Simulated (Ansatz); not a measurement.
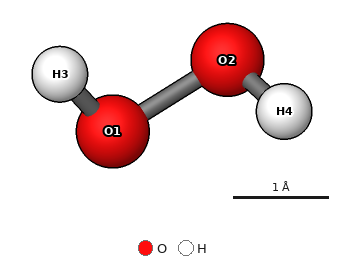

Figure 1. The structure as given in the input (ball-and-stick view, seen on its broad side; atoms are numbered from 1 in the order of the input). Bond lengths as drawn: H–O 0.96 Å and O–O 1.43 Å.

# What a change does: single-point calculation on H2O2

System: H2O2, SMILES OO.
Method of run 1: RKS PBE0-D4/def2-TZVPP (Ansatz 0.2.0).

The geometry comes from this level: PBE0-D4/def2-TZVP. Text and figures count atoms from 1; the logs count them from 0 in places.

**Input, run 1**
```yaml
crystal:
  periodic: [false, false, false]
  atoms:
    - {symbol: O, position_ang: [-0.486807, -0.581139, 0.030594]}
    - {symbol: O, position_ang: [0.048310, 0.728361, 0.206874]}
    - {symbol: H, position_ang: [0.186354, -1.117019, 0.467398]}
    - {symbol: H, position_ang: [0.252142, 0.969797, -0.704867]}
basis:
  gaussian: {orbitals: def2-TZVPP}
hamiltonian: {xc: pbe0, dispersion: d4}
output: {orbitals: {seedname: orbitals}}
```

Hardware: 2 CPU threads, shared host.

**Output (run 1)**
```
Functional definition: PBE0
  parameter a = 0.25
  parameter kappa = 0.804
  parameter beta = 0.06672455060314922
  exchange = (1 - a)*pbe_x(kappa = kappa, mu = beta*pi^2/3) + a*exact_x
  correlation = pbe_c(beta = beta)
420 factors; their error is unknown
mean field evaluation 1: about -4119.1643 eV, gradient 3.7e1 eV
mean field evaluation 2: about -4118.3233 eV, gradient 4.4e1 eV
mean field evaluation 4: about -4121.3738 eV, gradient 3.1e-1 eV
mean field evaluation 8: about -4121.3824 eV, gradient 2.8e-3 eV
mean field -4121.38242377 eV, -151.4580105002 hartree, gradient 1.1e-5 eV, S^2 0.000000; 0 other end points of the search recorded, 0 dependent functions left out
reference -4121.38243947 eV, -151.4580110772 hartree; 9, 9 occupied and 81, 81 virtual orbitals, 420 factors
Total energy: -4121.39715777 eV, -151.4585519648 hartree
```

For run 2 the input was changed thus:
```diff
-  gaussian: {orbitals: def2-TZVPP}
+  gaussian: {orbitals: "def2-QZVPP.json"}
```

Predict how the results change.

The total energy of run 2 is 5.5 kcal/mol lower, which measures the change of basis and not a stability. The HOMO goes from −8.13 to −8.21 eV. The LUMO goes from 0.72 to 0.46 eV. The basis functions go from 90 to 174.

**Output (run 2)**
```
Functional definition: PBE0
  parameter a = 0.25
  parameter kappa = 0.804
  parameter beta = 0.06672455060314922
  exchange = (1 - a)*pbe_x(kappa = kappa, mu = beta*pi^2/3) + a*exact_x
  correlation = pbe_c(beta = beta)
488 factors; their error is unknown
mean field evaluation 1: about -4119.2807 eV, gradient 3.8e1 eV
mean field evaluation 2: about -4118.1206 eV, gradient 4.7e1 eV
mean field evaluation 4: about -4121.6232 eV, gradient 3.7e-1 eV
mean field evaluation 8: about -4121.6214 eV, gradient 1.9e-3 eV
mean field -4121.62138565 eV, -151.4667921872 hartree, gradient 7.2e-6 eV, S^2 0.000000; 0 other end points of the search recorded, 0 dependent functions left out
reference -4121.62140448 eV, -151.4667928793 hartree; 9, 9 occupied and 165, 165 virtual orbitals, 488 factors
Total energy: -4121.63612278 eV, -151.4673337669 hartree
```

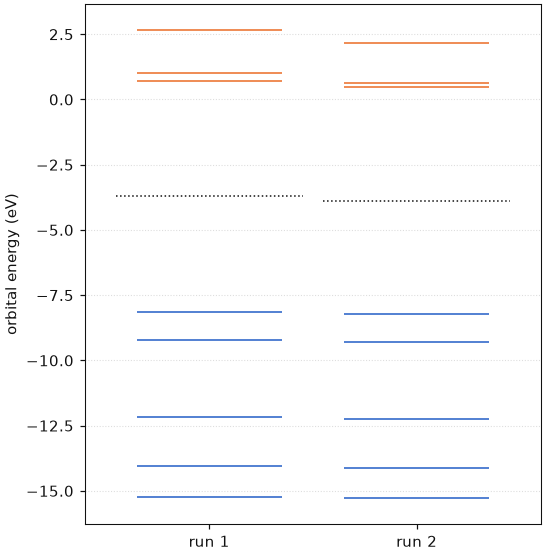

Figure 2. The five highest filled and three lowest empty orbital energies of the two runs; the dotted lines part filled from empty levels. The HOMO–LUMO gap is 8.85 eV in run 1 and 8.67 eV in run 2.

**The two runs side by side**

```tsv
quantity	run 1	run 2
outcome	converged	converged
total energy (hartree)	−151.458552	−151.467334
HOMO (eV)	−8.13	−8.21
LUMO (eV)	0.72	0.46
basis functions	90	174
```
